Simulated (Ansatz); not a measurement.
**NaWO3 (cubic perovskite) (Pm-3m): how robust is the cRPA U?**

Wanted: the sensitivity and cost of U and J for NaWO3 (cubic perovskite) (Pm-3m).

Program: Ansatz 0.2.0. Level of theory: constrained RPA on LDA, plane waves, PAW. Results are calculated unless marked as measured.

The structure was built from a prototype and need not be the compound's stable phase.

## 1. The structure

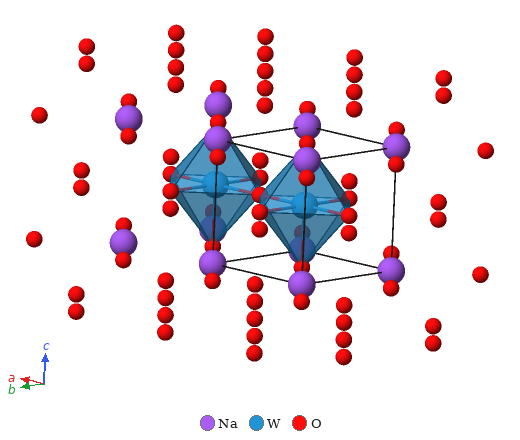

The cell as given, from a free direction (sodium purple, tungsten blue, oxygen red). 2×1×1 cells are drawn. Some periodic images of atoms are drawn too.

The structure was relaxed with LDA. The structure type comes from a generator and need not be one that this composition takes. The structure was generated from a model, not taken from a measurement. The runs that relaxed it are not among those shown. The program's search for lower electronic states was switched off, so nothing shows that the state found is the lowest. Spin-orbit coupling is left out unless a step names it. The default PAW set here is soft_2. Its files were made with PBE.

## 2. Base: W t2g, bands v1 to c2, 4×4×4 mesh, medium accuracy

Constrained RPA screens the interaction with every transition except those inside the target bands, which a later many-body model would treat itself.

Contents of input.yaml:

```yaml
crystal:
  lattice:
    - [0.0, -3.84568821, 0.0]
    - [0.0, 0.0, 3.84568821]
    - [-3.84568821, 0.0, 0.0]
  atoms:
    - { symbol: Na, position: [0.0, 0.0, 0.0] }
    - { symbol: W, position: [0.5, 0.5, 0.5] }
    - { symbol: O, position: [0.5, 0.5, 0.0] }
    - { symbol: O, position: [0.5, 0.0, 0.5] }
    - { symbol: O, position: [0.0, 0.5, 0.5] }
kpoints:
  mp_grid: { grid: [6, 6, 6] }
hamiltonian:
  xc: lda
scf:
  occupations: { method: gaussian, width: 0.08 }
  n_extra_bands: 19
  max_iter: 150
  lower_state_search: "off"
output:
  crpa:
    kmesh: [4, 4, 4]
    target_bands: [v1, c2]
    projections: [{ species: W, l: d, shell: 5, orbitals: [dxz, dyz, dxy] }]
  local_orbitals:
    kmesh: [8, 8, 8]
    orbitals: [{ species: W, l: d, shell: 5, orbitals: [dxz, dyz, dxy] }]
    window: { bands: [v1, c2] }
    seedname: lo
```

Run with:

```sh
$ ansatz run input.yaml --threads 4 --pin off --max-ram 9216MiB --backend cpu --events-out ev --progress --plain --runs-dir out
```

Numbers of over 12 decimals in the logs are rounded to 6 here.

Output:

```text
scf.n_extra_bands = 19 over 21 filled bands (N_el = 41.0): the run solves 40 bands
Engine: ansatz 0.2.0, x86_64-unknown-linux-gnu
Pseudopotentials: kind: paw
Pseudopotential: Na, paw, valence charge 9, recommended cutoff 420 eV (normal), Na.paw.azcp
Pseudopotential: W, paw, valence charge 14, recommended cutoff 420 eV (normal), W.paw.azcp
Pseudopotential: O, paw, valence charge 6, recommended cutoff 420 eV (normal), O.paw.azcp
Functional definition: SPW92
  exchange = slater_x
  correlation = pw_c
Crystal: 5 atoms, lattice volume = 56.875 Å³
Basis set: ecut = 420 eV, 1141 PW (Γ)
Bands: 40, of which v1, the nominal top of the filled ones, is band 21 counted from 1 (20 counted from 0)
Symmetry: 48 space group operations
Space group: Pm-3m (ITA 221), of the structure as read, at distance tolerance 3.8e-5 Å
k-points: 20 of 216
Non-local potential: Na, projectors of the file, l = 0: 3, l = 1: 2, l = 2: 1
Non-local potential: W, projectors of the file, l = 0: 3, l = 1: 2, l = 2: 2, l = 3: 1
Non-local potential: O, projectors of the file, l = 0: 2, l = 1: 2, l = 2: 1
PAW form: soft (Blöchl's): semilocal exchange-correlation on the pseudo side does not see the compensation charge
PAW frozen core: Na, regenerated for the run's functional, and the local potential with it (the file was generated under x = pbe(κ = 0.804, μ = 0.219515), c = pbe(β = 0.066725))
PAW frozen core: W, regenerated for the run's functional, and the local potential with it (the file was generated under x = pbe(κ = 0.804, μ = 0.219515), c = pbe(β = 0.066725))
PAW frozen core: O, regenerated for the run's functional, and the local potential with it (the file was generated under x = pbe(κ = 0.804, μ = 0.219515), c = pbe(β = 0.066725))
PAW one-centre angular grid: Na, 110 points (default); XC on 64 Gauss nodes
PAW one-centre angular grid: W, 590 points (default); XC on 64 Gauss nodes
PAW one-centre angular grid: O, 110 points (default); XC on 64 Gauss nodes
Initial density: superposition of atomic densities (neutral atoms: chi_scale 0, normalization atom), corrected by the library's trained network
Initial wavefunctions: pseudopotential atomic-orbital guess
Functional: x = slater, c = lda
SCF iter   1: F=—  HF=-13265.749595 eV  |F-HF|=—  |Δ(HF+E_count)|=         —  Δρ=1.86e-2  dr2=1.76e-1  ethr=1.77e-3  ⟨swp⟩=5.5  Hψ=3734  notcnv=0  defer=101
preconditioner: auto → LDOS  [insulator: Δε(μ)=0.183 eV  Ē_g=23.555 eV  σ=0.080 eV  W_gap=0.62  n_scr=18 (ndim 8)  ℏωp=27.4 eV  f_vac=0.037  D(μ)=2.14/eV (n_scr^D=18)  ε∞_Penn≈2.4  β→1.0]
SCF iter   2: F=—  HF=-13265.715949 eV  |F-HF|=—  |Δ(HF+E_count)|=   3.36e-2  Δρ=1.07e-2  dr2=3.24e-2  ethr=4.29e-4  ⟨swp⟩=2.0  Hψ=1400  notcnv=0  defer=257
[...]
SCF iter   6: F=-13265.702854 eV  HF=-13265.702854 eV  |F-HF|=3.81e-8  |Δ(HF+E_count)|=   4.50e-6  Δρ=1.42e-5  dr2=4.15e-8  ethr=2.44e-10  ⟨swp⟩=7.2  Hψ=4106  notcnv=0
SCF 1 converged in 6 iterations: F = -13265.702854 eV  dr2 = 4.15e-8
[...]
NSCF: frozen V_eff on 38 k-points
NSCF: frozen V_eff on 10 k-points
[...]
cRPA screening: q 1/64
cRPA screening: q 2/64
cRPA screening: q 8/64 (q-point 3)
cRPA screening: q 11/64 (q-point 6)
cRPA screening: q 23/64 (q-point 7)
cRPA screening: q 35/64 (q-point 11)
cRPA screening: q 38/64 (q-point 22)
cRPA screening: q 46/64 (q-point 23)
cRPA screening: q 58/64 (q-point 27)
cRPA screening: q 64/64 (q-point 43)
SCF converged after 6 iterations
Free energy (F): -13265.702854 eV
Harris-Foulkes:  -13265.702854 eV  (|F-HF|=3.81e-8)
Internal energy: -13265.695968 eV  (E = F + TS)
E sigma→0 (E₀):  -13265.699411 eV
Entropy (-TS):   -0.006886 eV (-1.377 meV/atom)
Fermi energy:    11.186831 eV
--- Per-component energies (eV) ---
  E_band       = -411.403165
  E_kinetic    = 1096.692028
  E_local      = -3099.372413  (includes V_loc(G=0)·N_el)
  E_nonlocal   = 270.846888
  E_hartree    = 1084.628946
  E_xc         = -520.584414
  E_vxc        = -568.042334  (∫ρ·V_xc dr)
  E_paw        = -8995.754035  (= ΣΔE_a)
  E_vpaw       = -280.788672  (= ΣTr[D̂ρ^β])
  E_aug_tail   = 0.007358  (compensation charges beyond the density's cutoff)
  E_ewald      = -3102.875133
  E_core_change = 0.714807  (= ΣΔE_core)
  E_smearing   = -0.006886  (= −TS)
  E_closure    = -0.000000  (closes the sum)
  Σ components = -13265.702854   (vs F -13265.702854, Δ=0.00e0)
--- Band table (eV; the first three rows and the last of 20) ---
  k-point 0: bands = [... 17 lower, 7.4205, 7.4205, 7.4205, 9.6595, 9.6595, 9.6595, 13.3136, 14.7378, ... 15 higher]
  k-point 1: bands = [... 17 lower, 6.9620, 7.3379, 7.3379, 9.6822, 10.6553, 10.6553, 13.8247, 14.7420, ... 15 higher]
  k-point 2: bands = [... 17 lower, 6.7504, 7.3268, 7.3268, 9.7283, 12.2025, 12.2025, 14.7500, 15.0076, ... 15 higher]
  k-point 19: bands = [... 17 lower, 8.2805, 8.2805, 8.2805, 14.3580, 14.3580, 14.3580, 15.8113, 20.3396, ... 15 higher]
--- cRPA (band scheme, projected local orbitals): target bands 21..23 (1-based), 3 Wannier function(s), 4×4×4 mesh, 46 bands' worth read of 51 solved, ecut_chi 136.0 eV, v(q+G=0) probe_charge, pair densities all_electron ---
  bands read: the sum over 46 bands ends inside a degenerate multiplet in 11 slots, whose members it reads at an even weight; the widest, k=2: bands 46 to 47 (counted from 1) at 1/2 each
  χ-basis size per q: N_G = 196..216
  window electrons = 1.0000, filled by tetrahedron_uncorrected; constrained ε̄⁻¹(q = 0, 0) head = 0.221888; min gauge Gram eig = 0.5689
  Kanamori averages over each shell's own Wannier functions (sites counted from 0, functions from 1):
    Site 1, 5D, 3 of 5 d orbitals (Wannier functions 1, 2, 3; wannier90's mr 2, 3, 5):
      screened: U = 3.0920 eV, U' = 2.4796 eV, J = 0.2834 eV
      screened, to within: U = 3.0e-3 eV, U' = 3.0e-3 eV, J = 4.2e-4 eV
      bare: V = 11.1587 eV, V' = 10.2344 eV, J = 0.3900 eV
  Hermiticity witness max|P − P†| over intra, direct and exchange elements: 1.78e-15 eV (screened), 1.06e-19 eV (bare)
  Reality witness max|Im| over intra, direct and exchange elements: 4.71e-19 eV (screened), 2.14e-18 eV (bare)
```

Run time: 9.7 s. Hardware: 4 threads of AMD EPYC 9R45, shared host; peak memory 0.6 GiB; 35 s of CPU time.

Numbers from this step:

| Property | Result |
| --- | --- |
| U | 3.092 eV |
| U prime (inter-orbital) | 2.480 eV |
| J | 0.2834 eV |
| bare V | 11.16 eV |
| bare J | 0.3900 eV |
| stated bound on U | 0.002989 eV |
| U over bare V | 0.2771 |
| electrons in the window | 1.000 |
| head of the constrained inverse dielectric matrix | 0.2219 |
| least eigenvalue of the projection's overlap | 0.5689 |
| target functions | 3 |
| bands in the sums | 46 |
| r.m.s. miss of the model bands | 0.001664 eV |
| width of the target bands | 4.699 eV |
| weight of the projected orbitals in the window | 0.6968 |

On the W t2g shell, screening brings the on-site interaction from 11.2 eV down to U = 3.09 eV.

## 3. Changed: 6×6×6 mesh

input.yaml, the sections that differ from step 2:

```yaml
output:
  crpa:
    kmesh: [6, 6, 6]
    target_bands: [v1, c2]
    projections: [{ species: W, l: d, shell: 5, orbitals: [dxz, dyz, dxy] }]
# crystal, kpoints, hamiltonian, scf: as in step 2
```

Output:

```text
[...]
Crystal: 5 atoms, lattice volume = 56.875 Å³
Basis set: ecut = 420 eV, 1141 PW (Γ)
Bands: 40, of which v1, the nominal top of the filled ones, is band 21 counted from 1 (20 counted from 0)
Symmetry: 48 space group operations
[...]
k-points: 20 of 216
[...]
SCF iter   1: F=—  HF=-13265.749595 eV  |F-HF|=—  |Δ(HF+E_count)|=         —  Δρ=1.86e-2  dr2=1.76e-1  ethr=1.77e-3  ⟨swp⟩=5.5  Hψ=3734  notcnv=0  defer=101
[...]
SCF iter   6: F=-13265.702854 eV  HF=-13265.702854 eV  |F-HF|=3.81e-8  |Δ(HF+E_count)|=   4.50e-6  Δρ=1.42e-5  dr2=4.15e-8  ethr=2.44e-10  ⟨swp⟩=7.2  Hψ=4106  notcnv=0
SCF 1 converged in 6 iterations: F = -13265.702854 eV  dr2 = 4.15e-8
[...]
NSCF: frozen V_eff on 20 k-points
[...]
cRPA screening: q 1/216
cRPA screening: q 2/216
cRPA screening: q 8/216 (q-point 3)
cRPA screening: q 14/216 (q-point 4)
cRPA screening: q 17/216 (q-point 8)
[...]
SCF converged after 6 iterations
Free energy (F): -13265.702854 eV
[...]
Internal energy: -13265.695968 eV  (E = F + TS)
E sigma→0 (E₀):  -13265.699411 eV
Entropy (-TS):   -0.006886 eV (-1.377 meV/atom)
Fermi energy:    11.186831 eV
[...]
--- Band table (eV; the first three rows and the last of 20) ---
  k-point 0: bands = [... 17 lower, 7.4205, 7.4205, 7.4205, 9.6595, 9.6595, 9.6595, 13.3136, 14.7378, ... 15 higher]
  k-point 1: bands = [... 17 lower, 6.9620, 7.3379, 7.3379, 9.6822, 10.6553, 10.6553, 13.8247, 14.7420, ... 15 higher]
  k-point 2: bands = [... 17 lower, 6.7504, 7.3268, 7.3268, 9.7283, 12.2025, 12.2025, 14.7500, 15.0076, ... 15 higher]
  k-point 19: bands = [... 17 lower, 8.2805, 8.2805, 8.2805, 14.3580, 14.3580, 14.3580, 15.8113, 20.3396, ... 15 higher]
[...]
χ-basis size per q: N_G = 196..216
[...]
Site 1, 5D, 3 of 5 d orbitals (Wannier functions 1, 2, 3; wannier90's mr 2, 3, 5):
      screened: U = 3.0857 eV, U' = 2.4765 eV, J = 0.2819 eV
      screened, to within: U = 3.0e-3 eV, U' = 3.0e-3 eV, J = 4.2e-4 eV
      bare: V = 11.0909 eV, V' = 10.1702 eV, J = 0.3880 eV
[...]
```

It took 46 s on 4 threads; peak memory 0.76 GiB.

Numbers from this step:

- U: 3.086 eV
- U prime (inter-orbital): 2.477 eV
- J: 0.2819 eV
- bare V: 11.09 eV
- bare J: 0.3880 eV
- stated bound on U: 0.002975 eV
- U over bare V: 0.2782
- electrons in the window: 1.0000
- head of the constrained inverse dielectric matrix: 0.2304
- least eigenvalue of the projection's overlap: 0.5689
- target functions: 3
- bands in the sums: 46
- width of the target bands: 4.699 eV
- weight of the projected orbitals in the window: 0.6968

On the W t2g shell, screening brings the on-site interaction from 11.1 eV down to U = 3.09 eV.

## 4. Changed: 2×2×2 mesh

Changes to input.yaml since step 3:

```diff
@@ -22,3 +22,3 @@
   crpa:
-    kmesh: [6, 6, 6]
+    kmesh: [2, 2, 2]
     target_bands: [v1, c2]
```

Output:

```text
[...]
Crystal: 5 atoms, lattice volume = 56.875 Å³
Basis set: ecut = 420 eV, 1141 PW (Γ)
Bands: 40, of which v1, the nominal top of the filled ones, is band 21 counted from 1 (20 counted from 0)
Symmetry: 48 space group operations
[...]
k-points: 20 of 216
[...]
k-point 19: bands = [... 17 lower, 8.2805, 8.2805, 8.2805, 14.3580, 14.3580, 14.3580, 15.8113, 20.3396, ... 15 higher]
[...]
χ-basis size per q: N_G = 196..216
[...]
Site 1, 5D, 3 of 5 d orbitals (Wannier functions 1, 2, 3; wannier90's mr 2, 3, 5):
      screened: U = 3.4194 eV, U' = 2.7447 eV, J = 0.3113 eV
      screened, to within: U = 3.7e-3 eV, U' = 3.7e-3 eV, J = 4.6e-4 eV
      bare: V = 11.9988 eV, V' = 11.0079 eV, J = 0.4242 eV
[...]
[key lines of the parts left out:]
SCF converged after 6 iterations
Free energy (F): -13265.702854 eV
Fermi energy:    11.186831 eV
```

Run time: 1.9 s. Hardware: 4 threads; peak memory 0.53 GiB; 6.1 s of CPU time.

This step gave:

```
U                                                 : 3.419 eV
U prime (inter-orbital)                           : 2.745 eV
J                                                 : 0.3113 eV
bare V                                            : 12.00 eV
bare J                                            : 0.4242 eV
stated bound on U                                 : 0.003631 eV
U over bare V                                     : 0.2850
electrons in the window                           : 1.0000
head of the constrained inverse dielectric matrix : 0.1927
least eigenvalue of the projection's overlap      : 0.5689
target functions                                  : 3
bands in the sums                                 : 46
width of the target bands                         : 4.699 eV
weight of the projected orbitals in the window    : 0.6968
```

On the W t2g shell, screening brings the on-site interaction from 12.0 eV down to U = 3.42 eV.

## 5. Changed: sums over states on smooth products

Changes to input.yaml since step 4:

```diff
@@ -22,4 +22,8 @@
   crpa:
-    kmesh: [2, 2, 2]
+    kmesh: [4, 4, 4]
     target_bands: [v1, c2]
     projections: [{ species: W, l: d, shell: 5, orbitals: [dxz, dyz, dxy] }]
+    accuracy: sum_over_states
+    pair_densities: pseudo
+    n_empty_bands: 42
+    ecut_chi: 136
```

Output:

```text
[...]
Crystal: 5 atoms, lattice volume = 56.875 Å³
Basis set: ecut = 420 eV, 1141 PW (Γ)
Bands: 40, of which v1, the nominal top of the filled ones, is band 21 counted from 1 (20 counted from 0)
Symmetry: 48 space group operations
[...]
k-points: 20 of 216
[...]
χ-basis size per q: N_G = 196..216
[...]
U and J over all bands: no bound (output.crpa.accuracy: sum_over_states); those below are of the sums over the bands read on the sphere of ecut_chi alone
[...]
Site 1, 5D, 3 of 5 d orbitals (Wannier functions 1, 2, 3; wannier90's mr 2, 3, 5):
      screened: U = 3.1891 eV, U' = 2.4940 eV, J = 0.3245 eV
      bare: V = 11.1587 eV, V' = 10.2344 eV, J = 0.3900 eV
[...]
[key lines of the parts left out:]
SCF converged after 6 iterations
Free energy (F): -13265.702854 eV
Fermi energy:    11.186831 eV
```

It took 1.5 s on 4 threads; peak memory 0.47 GiB; 5 s of CPU time.

This variant gives U = 3.19 eV against 3.09 eV. It is a finite sum over empty states with no bound on its error and stays out of the table below.

## 6. Changed: sums over states

Changes to input.yaml since step 5:

```diff
@@ -26,3 +26,2 @@
     accuracy: sum_over_states
-    pair_densities: pseudo
     n_empty_bands: 42
```

Output:

```text
[...]
Crystal: 5 atoms, lattice volume = 56.875 Å³
Basis set: ecut = 420 eV, 1141 PW (Γ)
Bands: 40, of which v1, the nominal top of the filled ones, is band 21 counted from 1 (20 counted from 0)
Symmetry: 48 space group operations
[...]
k-points: 20 of 216
[...]
k-point 2: bands = [... 17 lower, 6.7504, 7.3268, 7.3268, 9.7283, 12.2025, 12.2025, 14.7500, 15.0076, ... 15 higher]
  k-point 19: bands = [... 17 lower, 8.2805, 8.2805, 8.2805, 14.3580, 14.3580, 14.3580, 15.8113, 20.3396, ... 15 higher]
[...]
χ-basis size per q: N_G = 196..216
[...]
Site 1, 5D, 3 of 5 d orbitals (Wannier functions 1, 2, 3; wannier90's mr 2, 3, 5):
      screened: U = 3.1412 eV, U' = 2.4845 eV, J = 0.3056 eV
      bare: V = 11.1587 eV, V' = 10.2344 eV, J = 0.3900 eV
[...]
[key lines of the parts left out:]
SCF converged after 6 iterations
Free energy (F): -13265.702854 eV
Fermi energy:    11.186831 eV
```

Wall time 2.2 s (4 threads); peak memory 0.57 GiB.

This variant gives U = 3.14 eV against 3.09 eV. It is a finite sum over empty states with no bound on its error and stays out of the table below.

[end of part 1 of 2]

[Paths, hosts, dates, memory and timing lines, banners, echoed tables and standing remarks are left out of the program output.]

[Logs are printed without paths, hosts, clocks, repeated set-up lines and the standing remarks that a program may print on its own settings, such as how far it seeks lower states.]

[Runs of the session that timed out or met a known fault of the program may be left out.]

[Hosts, paths, dates, database ids (printed as entryN), source tags and the programs' standing remarks are cut or masked in the printed files.]
